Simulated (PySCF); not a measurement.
# C₂H₈FNSi: NMR shifts at several levels of theory, part 2 of 2

PySCF 2.14.0. Atoms count from 0.

### 8 NMR shieldings: wB97X-D/pcSseg-2

What the job is given:

```
{"job": {"kind": "nmr", "xc": "wB97X-D", "basis": "pcSseg-2", "pop": false}, "charge": 0, "multiplicity": 1}
C     -1.716802     0.636563     0.102674
N     -1.012045    -0.532753    -0.366348
Si     0.672978    -0.685804    -0.628027
C      1.654400     0.120479     0.730846
F      1.173029     0.027758    -2.015211
H     -2.504404     0.373586     0.829592
H     -2.189658     1.220451    -0.708479
H     -1.021393     1.313147     0.621703
H     -1.612287    -1.225235    -0.800224
H      0.948461    -2.137375    -0.804910
H      1.456335     1.202455     0.781626
H      1.423909    -0.322877     1.711057
H      2.730831    -0.002695     0.537644
```

Method: GIAO wB97X-D/pcSseg-2 NMR shielding, non-relativistic, gas phase.

What it wrote:

```text
coarse grid: 10904 points
cycle   1  E = -525.1767364520  dE =  2.678e-01  |g| = 6.530e-01  |ddm| = 2.375e+00
cycle   2  E = -525.1719631363  dE =  4.773e-03  |g| = 7.554e-01  |ddm| = 6.546e-01
cycle   3  E = -525.2526355075  dE = -8.067e-02  |g| = 5.393e-02  |ddm| = 3.245e-01
cycle   4  E = -525.2530869866  dE = -4.515e-04  |g| = 3.016e-02  |ddm| = 4.443e-02
cycle   5  E = -525.2532659662  dE = -1.790e-04  |g| = 6.540e-03  |ddm| = 2.172e-02
cycle   6  E = -525.2532740154  dE = -8.049e-06  |g| = 2.056e-03  |ddm| = 5.179e-03
final grid: 99920 points
cycle   7  E = -525.2615525792  dE = -2.231e-04  |g| = 1.082e-02  |ddm| = 3.892e-02
cycle   8  E = -525.2615496987  dE =  2.881e-06  |g| = 1.222e-02  |ddm| = 1.118e-02
cycle   9  E = -525.2615746424  dE = -2.494e-05  |g| = 8.305e-04  |ddm| = 5.240e-03
cycle  10  E = -525.2615747430  dE = -1.006e-07  |g| = 4.541e-04  |ddm| = 7.319e-04
cycle  11  E = -525.2615747810  dE = -3.803e-08  |g| = 9.389e-05  |ddm| = 3.150e-04
cycle  12  E = -525.2615747829  dE = -1.858e-09  |g| = 3.007e-05  |ddm| = 9.467e-05
cycle  13  E = -525.2615747832  dE = -2.993e-10  |g| = 1.068e-05  |ddm| = 5.108e-05
converged SCF energy = -525.2615747832

GIAO shielding tensors (ppm)
atom      isotropic    diamagn.    paramagn.     s11        s22        s33       span
  0 C      154.549     236.800     -82.251    131.012    147.923    184.711     53.699
  1 N      219.171     319.915    -100.744    185.264    217.394    254.856     69.592
  2 Si     349.957     876.140    -526.183    318.717    343.462    387.694     68.977
  3 C      189.776     246.670     -56.895    178.728    189.456    201.142     22.414
  4 F      321.589     469.380    -147.791    266.789    331.195    366.785     99.996
  5 H       28.773      28.318       0.455     23.945     26.602     35.770     11.825
  6 H       28.659      28.285       0.374     23.644     26.548     35.785     12.140
  7 H       28.757      31.043      -2.285     24.132     29.177     32.962      8.830
  8 H       30.175      32.070      -1.895     22.311     28.587     39.627     17.316
  9 H       26.670      29.222      -2.552     23.662     24.435     31.914      8.251
 10 H       30.741      31.514      -0.772     26.765     29.266     36.193      9.428
 11 H       31.437      30.532       0.905     27.064     28.796     38.452     11.388
 12 H       31.118      28.788       2.330     27.050     28.247     38.057     11.008
```

It took 51 s on 1 thread of Arm Neoverse V1, shared host; peak memory 1.3 GiB.

This run: δ C0 29.9, C3 -5.4, N1 40.9, Si2 -9.3, H9 4.69, H5 2.63 ppm (means over like atoms).

### 9 Shielding tensors: LC-wPBE/pcSseg-2

The job, as its differences from that of step 8:

```diff
@@ -1,2 +1,2 @@
-{"job": {"kind": "nmr", "xc": "wB97X-D", "basis": "pcSseg-2", "pop": false}, "charge": 0, "multiplicity": 1}
+{"job": {"kind": "nmr", "xc": "LC-wPBE", "basis": "pcSseg-2", "pop": false}, "charge": 0, "multiplicity": 1}
 C     -1.716802     0.636563     0.102674
```

With the program's defaults for keys left out, this is: GIAO LC-wPBE/pcSseg-2 NMR shielding, non-relativistic, gas phase.

What it wrote:

```text
coarse grid: 10904 points
cycle   1  E = -525.0326286154  dE =  3.076e-01  |g| = 6.409e-01  |ddm| = 2.362e+00
cycle   2  E = -525.0409958047  dE = -8.367e-03  |g| = 7.015e-01  |ddm| = 5.934e-01
cycle   3  E = -525.1066907011  dE = -6.569e-02  |g| = 5.307e-02  |ddm| = 2.806e-01
cycle   4  E = -525.1072090954  dE = -5.184e-04  |g| = 2.875e-02  |ddm| = 4.941e-02
cycle   5  E = -525.1073690457  dE = -1.600e-04  |g| = 7.156e-03  |ddm| = 2.273e-02
cycle   6  E = -525.1073791933  dE = -1.015e-05  |g| = 1.827e-03  |ddm| = 5.701e-03
cycle   7  E = -525.1073799802  dE = -7.870e-07  |g| = 4.690e-04  |ddm| = 2.235e-03
final grid: 99920 points
cycle   8  E = -525.1167185378  dE = -1.300e-04  |g| = 8.101e-03  |ddm| = 3.140e-02
cycle   9  E = -525.1167212249  dE = -2.687e-06  |g| = 7.398e-03  |ddm| = 6.156e-03
cycle  10  E = -525.1167294256  dE = -8.201e-06  |g| = 9.944e-04  |ddm| = 3.160e-03
cycle  11  E = -525.1167294540  dE = -2.845e-08  |g| = 2.955e-04  |ddm| = 5.351e-04
cycle  12  E = -525.1167294708  dE = -1.677e-08  |g| = 8.276e-05  |ddm| = 2.207e-04
cycle  13  E = -525.1167294724  dE = -1.577e-09  |g| = 2.141e-05  |ddm| = 7.019e-05
cycle  14  E = -525.1167294726  dE = -2.358e-10  |g| = 1.057e-05  |ddm| = 4.344e-05
converged SCF energy = -525.1167294726

GIAO shielding tensors (ppm)
atom      isotropic    diamagn.    paramagn.     s11        s22        s33       span
  0 C      159.787     234.525     -74.738    137.381    153.113    188.868     51.487
  1 N      226.173     318.954     -92.781    191.576    225.078    261.865     70.289
  2 Si     348.316     875.745    -527.429    315.532    344.726    384.691     69.159
  3 C      192.935     245.444     -52.509    182.007    192.682    204.117     22.110
  4 F      326.792     469.144    -142.352    273.768    337.385    369.224     95.456
  5 H       28.822      28.477       0.345     23.905     26.574     35.987     12.082
  6 H       28.735      28.393       0.342     23.664     26.569     35.972     12.308
  7 H       28.786      30.624      -1.838     23.980     29.290     33.087      9.107
  8 H       30.174      31.954      -1.779     22.150     28.415     39.958     17.808
  9 H       26.659      29.124      -2.465     23.654     24.428     31.896      8.241
 10 H       30.698      31.247      -0.548     26.608     29.130     36.357      9.749
 11 H       31.374      30.324       1.050     26.888     28.615     38.618     11.729
 12 H       31.050      28.888       2.161     26.860     28.049     38.240     11.381
```

Run time: 67 s. Hardware: 1 thread of Arm Neoverse V1, shared host; peak memory 1.2 GiB.

Key values: δ C0 28.5, C3 -4.6, N1 37.9, Si2 -1.6, H9 4.66, H5 2.54 ppm (means over like atoms).

### 10 Nuclear shieldings: PBE0/6-31G

The job, as its differences from that of step 9:

```diff
@@ -1,2 +1,2 @@
-{"job": {"kind": "nmr", "xc": "LC-wPBE", "basis": "pcSseg-2", "pop": false}, "charge": 0, "multiplicity": 1}
+{"job": {"kind": "nmr", "xc": "PBE0", "basis": "6-31G", "pop": true}, "charge": 0, "multiplicity": 1}
 C     -1.716802     0.636563     0.102674
```

Level: GIAO PBE0/6-31G NMR shielding, non-relativistic, gas phase.

What it wrote:

```text
coarse grid: 10904 points
cycle   1  E = -524.6467413694  dE =  3.518e-01  |g| = 6.705e-01  |ddm| = 3.062e+00
cycle   2  E = -524.5735722992  dE =  7.317e-02  |g| = 9.533e-01  |ddm| = 1.492e+00
cycle   3  E = -524.7369180502  dE = -1.633e-01  |g| = 8.021e-02  |ddm| = 8.910e-01
cycle   4  E = -524.7382345903  dE = -1.317e-03  |g| = 2.625e-02  |ddm| = 9.086e-02
cycle   5  E = -524.7383766705  dE = -1.421e-04  |g| = 7.089e-03  |ddm| = 2.710e-02
cycle   6  E = -524.7383881955  dE = -1.152e-05  |g| = 1.593e-03  |ddm| = 7.452e-03
cycle   7  E = -524.7383888154  dE = -6.200e-07  |g| = 2.083e-04  |ddm| = 1.879e-03
final grid: 99920 points
cycle   8  E = -524.7001624418  dE = -7.802e-06  |g| = 6.974e-03  |ddm| = 1.293e-02
cycle   9  E = -524.7001556901  dE =  6.752e-06  |g| = 8.849e-03  |ddm| = 1.376e-02
cycle  10  E = -524.7001747923  dE = -1.910e-05  |g| = 9.610e-04  |ddm| = 7.911e-03
cycle  11  E = -524.7001749781  dE = -1.858e-07  |g| = 7.161e-05  |ddm| = 8.100e-04
cycle  12  E = -524.7001749791  dE = -9.717e-10  |g| = 3.248e-05  |ddm| = 1.066e-04
cycle  13  E = -524.7001749793  dE = -2.249e-10  |g| = 9.594e-06  |ddm| = 3.249e-05
converged SCF energy = -524.7001749793

GIAO shielding tensors (ppm)
atom      isotropic    diamagn.    paramagn.     s11        s22        s33       span
  0 C      171.256     241.520     -70.265    149.208    165.072    199.487     50.279
  1 N      234.936     326.376     -91.440    208.574    232.712    263.522     54.947
  2 Si     421.597     878.053    -456.456    388.324    425.017    451.450     63.126
  3 C      203.176     254.472     -51.296    190.024    205.314    214.190     24.166
  4 F      359.200     472.615    -113.415    302.280    368.230    407.090    104.809
  5 H       29.993      28.664       1.329     24.859     27.544     37.575     12.716
  6 H       29.894      28.318       1.577     24.513     27.581     37.588     13.076
  7 H       30.110      29.051       1.059     24.588     30.646     35.095     10.507
  8 H       32.337      32.076       0.261     22.931     30.157     43.924     20.993
  9 H       27.702      29.701      -1.999     23.721     24.882     34.502     10.781
 10 H       31.927      30.602       1.325     26.970     30.349     38.463     11.493
 11 H       32.679      30.265       2.414     27.644     29.850     40.543     12.899
 12 H       32.350      29.399       2.952     27.363     29.330     40.358     12.995
```

Run time: 5.8 s. Hardware: 1 thread of Arm Neoverse V1, shared host; peak memory 0.44 GiB.

This run: δ C0 28.3, C3 -3.6, N1 25.8, Si2 23.1, H9 4.91, H5 2.61 ppm (means over like atoms).

### 11 NMR shieldings: PBE0/STO-3G

The job, as its differences from that of step 10:

```diff
@@ -1,2 +1,2 @@
-{"job": {"kind": "nmr", "xc": "PBE0", "basis": "6-31G", "pop": true}, "charge": 0, "multiplicity": 1}
+{"job": {"kind": "nmr", "xc": "PBE0", "basis": "STO-3G", "pop": true}, "charge": 0, "multiplicity": 1}
 C     -1.716802     0.636563     0.102674
```

Level: GIAO PBE0/STO-3G NMR shielding, non-relativistic, gas phase.

What it wrote:

```text
coarse grid: 10904 points
cycle   1  E = -518.2562425918  dE =  2.271e-01  |g| = 5.344e-01  |ddm| = 4.172e+00
cycle   2  E = -518.2843501755  dE = -2.811e-02  |g| = 5.000e-01  |ddm| = 1.678e+00
cycle   3  E = -518.3691071477  dE = -8.476e-02  |g| = 4.481e-02  |ddm| = 8.152e-01
cycle   4  E = -518.3697132331  dE = -6.061e-04  |g| = 1.708e-02  |ddm| = 9.649e-02
cycle   5  E = -518.3698155196  dE = -1.023e-04  |g| = 1.771e-03  |ddm| = 3.006e-02
cycle   6  E = -518.3698165505  dE = -1.031e-06  |g| = 6.587e-04  |ddm| = 3.634e-03
final grid: 99920 points
cycle   7  E = -518.3353026397  dE = -5.651e-06  |g| = 3.669e-03  |ddm| = 1.223e-02
cycle   8  E = -518.3353035507  dE = -9.110e-07  |g| = 3.288e-03  |ddm| = 9.752e-03
cycle   9  E = -518.3353069319  dE = -3.381e-06  |g| = 2.510e-04  |ddm| = 4.787e-03
cycle  10  E = -518.3353069551  dE = -2.316e-08  |g| = 2.315e-05  |ddm| = 4.500e-04
cycle  11  E = -518.3353069553  dE = -1.967e-10  |g| = 5.235e-06  |ddm| = 4.308e-05
converged SCF energy = -518.3353069553

GIAO shielding tensors (ppm)
atom      isotropic    diamagn.    paramagn.     s11        s22        s33       span
  0 C      200.732     244.884     -44.152    182.714    189.941    229.542     46.828
  1 N      329.631     313.168      16.463    289.361    309.519    390.012    100.652
  2 Si     525.097     867.764    -342.667    462.234    533.288    579.767    117.533
  3 C      238.819     247.034      -8.215    231.028    239.998    245.431     14.403
  4 F      503.451     456.347      47.104    358.827    544.219    607.306    248.479
  5 H       31.172      29.668       1.504     26.486     27.596     39.432     12.946
  6 H       31.389      29.807       1.582     26.868     28.044     39.256     12.388
  7 H       31.540      32.611      -1.071     25.291     31.693     37.635     12.344
  8 H       34.728      31.739       2.989     23.104     31.995     49.085     25.981
  9 H       30.158      31.561      -1.404     25.910     27.223     37.340     11.429
 10 H       32.365      31.566       0.799     26.756     30.361     39.978     13.222
 11 H       32.517      30.811       1.706     26.901     29.410     41.239     14.338
 12 H       32.549      29.539       3.010     26.811     29.014     41.823     15.012
```

Wall time 2.9 s (1 thread of Arm Neoverse V1, shared host); peak memory 0.42 GiB.

In short: δ C0 34.0, C3 -4.1, N1 -34.9, Si2 -7.5, H9 2.45, H5 1.24 ppm (means over like atoms).

### 12 Run by run: NMR shifts

Shifts (ppm) of some atoms, chosen among heavy atoms and hydrogens apart, with basis size and wall time:

| run | C0 | C3 | H9 | H8 | N1 | Si2 | F4 | functions | time |
| --- | --- | --- | --- | --- | --- | --- | --- | --- | --- |
| PBE0/pcSseg-2 | 29.9 | -5.7 | 4.76 | 1.26 | 44.9 | -8.8 | -141.7 | 299 | 39 s |
| mPW1PW91/pcSseg-2 | 30.1 | -5.5 | 4.73 | 1.23 | 44.0 | -9.6 | -141.5 | 299 | 39 s |
| WP04/pcSseg-2 | 32.3 | -4.9 | 4.09 | 1.11 | 37.2 | -23.9 | -155.4 | 299 | 40 s |
| B97-2/pcSseg-2 | 30.4 | -5.5 | 4.66 | 1.20 | 42.6 | -11.9 | -144.7 | 299 | 38 s |
| BHandHLYP/pcSseg-2 | 29.1 | -5.3 | 4.47 | 1.12 | 38.9 | -14.8 | -129.4 | 299 | 37 s |
| CAM-B3LYP/pcSseg-2 | 29.0 | -5.5 | 4.66 | 1.21 | 45.4 | -10.9 | -133.8 | 299 | 52 s |
| wB97X-D/pcSseg-2 | 29.9 | -5.4 | 4.69 | 1.18 | 40.9 | -9.3 | -135.2 | 299 | 51 s |
| LC-wPBE/pcSseg-2 | 28.5 | -4.6 | 4.66 | 1.14 | 37.9 | -1.6 | -123.2 | 299 | 67 s |
| PBE0/6-31G | 28.3 | -3.6 | 4.91 | 0.27 | 25.8 | 23.1 | -181.8 | 65 | 5.8 s |
| PBE0/STO-3G | 34.0 | -4.1 | 2.45 | -2.12 | -34.9 | -7.5 | -199.0 | 37 | 2.9 s |

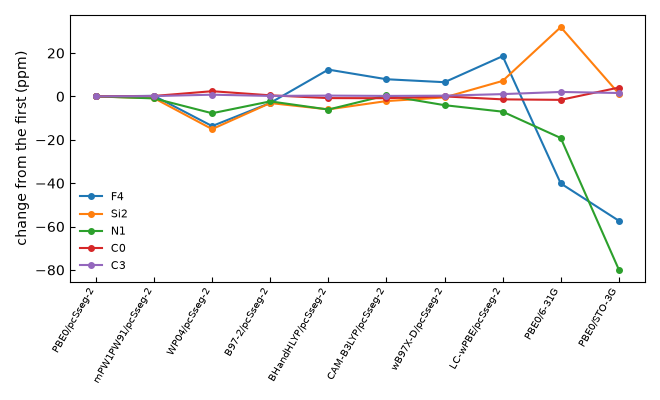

How five of the tabulated atoms move from run to run.

### 13 Outcome

What follows sums up all 2 parts.

```
                                                              quantity                                             value
                                ¹³C shifts against TMS (PBE0/pcSseg-2)                                    29.9, -5.7 ppm
¹H shifts against TMS (PBE0/pcSseg-2, means over atoms taken as alike)                        4.76, 2.66, 1.26, 0.26 ppm
                                ¹⁵N shifts against NH3 (PBE0/pcSseg-2)                                          44.9 ppm
                               ²⁹Si shifts against TMS (PBE0/pcSseg-2)                                          -8.8 ppm
                              ¹⁹F shifts against CFCl3 (PBE0/pcSseg-2)                                        -141.7 ppm
                        range of the shift of F4 (minimal bases aside)                              -181.8 to -123.2 ppm
                                         property runs in this session  10, of which 0 failed and 1 gave unsound results
```

In words: Single values in the summary come from the first sound run of each kind (PBE0/pcSseg-2), which need not be the best level. The most deshielded carbon is C0 (methyl carbon bonded to N), at 29.9 ppm: deshielded by the electronegative neighbour. At PBE0/pcSseg-2: The widest tensor belongs to F4: span 103 ppm, with a paramagnetic part of -152 ppm. Leaving out the minimal-basis runs, which are unusable for shieldings: In ppm, F4 moves most: its shift spreads over 58.7 ppm, from -181.8 (PBE0/6-31G) to -123.2 (LC-wPBE/pcSseg-2). Part of that comes from the computed reference.
